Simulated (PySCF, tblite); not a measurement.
# C2H8FO2Si2 radical: geometry, infrared bands and EPR parameters

Aim: predict the infrared bands and EPR parameters of C2H8FO2Si2 radical (`O[SiH2]O[C@@H]([SiH3])[CH]F`).

Programs: tblite 0.8.0 and PySCF 2.14.0, with density-fitted response routines of our own. Each step states its level of theory. These are calculated values for one molecule in the gas phase, unless marked as measured. Atoms count from 0, in the outputs and in this text.

## Step 1: The starting structure

15 atoms, charge 0, multiplicity 2; geometry from: force field or distance geometry start.

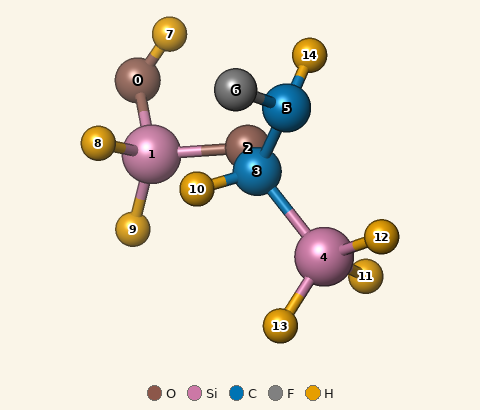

The starting geometry (oxygen brown, silicon pink, carbon blue, fluorine grey, hydrogen amber), atoms numbered; sticks join atoms by distance.

## Step 2: Geometry optimisation with GFN2-xTB

Job settings and geometry (Å):

```
{"job": {"kind": "relax", "xc": "GFN2-xTB", "basis": "xTB"}, "charge": 0, "multiplicity": 2}
O     -3.277400     0.478100    -0.566000
Si    -1.829000    -0.436300    -0.702100
O     -0.532600     0.634200    -0.336000
C      0.517700    -0.001300     0.244600
Si     2.094700     0.104800    -0.722700
C      0.827900     0.475000     1.636800
F      0.704100    -0.493600     2.596400
H     -3.139100     1.115000     0.202500
H     -1.832500    -1.555100     0.268900
H     -1.735800    -1.007800    -2.022600
H      0.239000    -1.098200     0.342700
H      1.982600     1.053500    -1.865100
H      3.170900     0.535300     0.212900
H      2.485500    -1.223100    -1.216300
H      0.319600     1.427500     1.904100
```

The run is started by

```sh
OMP_NUM_THREADS=1 python probes_run.py task.json out
```

The driver reads the jobs from task.json and runs them one after another.

**Question.** This job is followed by: GFN2-xTB harmonic vibrations, gas phase; UKS B3LYP, pcH-1 on C F H O Si, non-relativistic, mean-field spin-orbit, GIAO. What will the session give for the following? strongest single infrared mode (GFN2-xTB); zero-point energy (GFN2-xTB); g(iso) (B3LYP); ⟨S²⟩; largest a(iso) (averaged by class); surface potential, least and greatest.

The runs gave:

```
                                 quantity                  value
strongest single infrared mode (GFN2-xTB)  2241 cm⁻¹, 349 km/mol
             zero-point energy (GFN2-xTB)          57.0 kcal/mol
                           g(iso) (B3LYP)                2.00358
                                     ⟨S²⟩     0.754 (exact 0.75)
       largest a(iso) (averaged by class)   13C on C5, 166.8 MHz
    surface potential, least and greatest     -1.30 V and 2.28 V
```

In words: Relaxing lowered the energy by 1.049 eV in 108 steps; the close pair that moved most is C3–Si4, from 1.853 to 1.966 Å. All 39 modes are real, so the xTB geometry is a minimum. The strongest single mode, at 2241 cm⁻¹, moves mainly H8. Unscaled tight-binding wavenumbers are off by several per cent, some by more. Its intensities can rank the bands wrongly. Most of the unpaired spin sits on C5 (0.89 e). The isotropic g lies 1.3 ppt above the free-electron value.
